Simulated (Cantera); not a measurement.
Charge: 1 mol SiHCl3, 0.23 mol C3H8, 29 mol H2, equilibrated at 3.50 mbar.

Cantera equilibrium calculation (NASA polynomials, part measured and part estimated; ideal gas, pure solids and liquids). Candidate condensed phases: C, C6H6, C7H8, C8H18, Si, SiC; 109 gas species. The tables' values for SiCl3, SiCl are old estimates; treat these amounts as uncertain. Kinetics and transport are ignored.

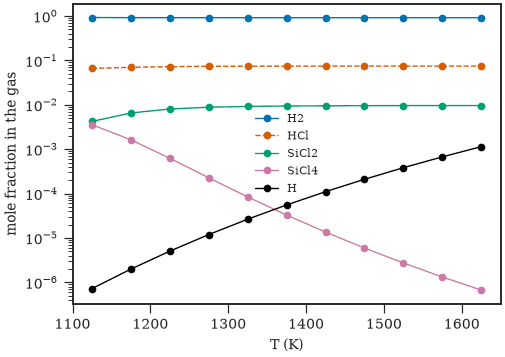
*Equilibrium gas composition (values under 1e-9 drawn at 1e-9)*

**Question.** Read off the mole fractions at 1475 K.

**Answer.** H2 about 0.92, HCl about 0.074, SiCl2 about 0.0096, H about 0.00021, SiCl4 about 5.9e-6.
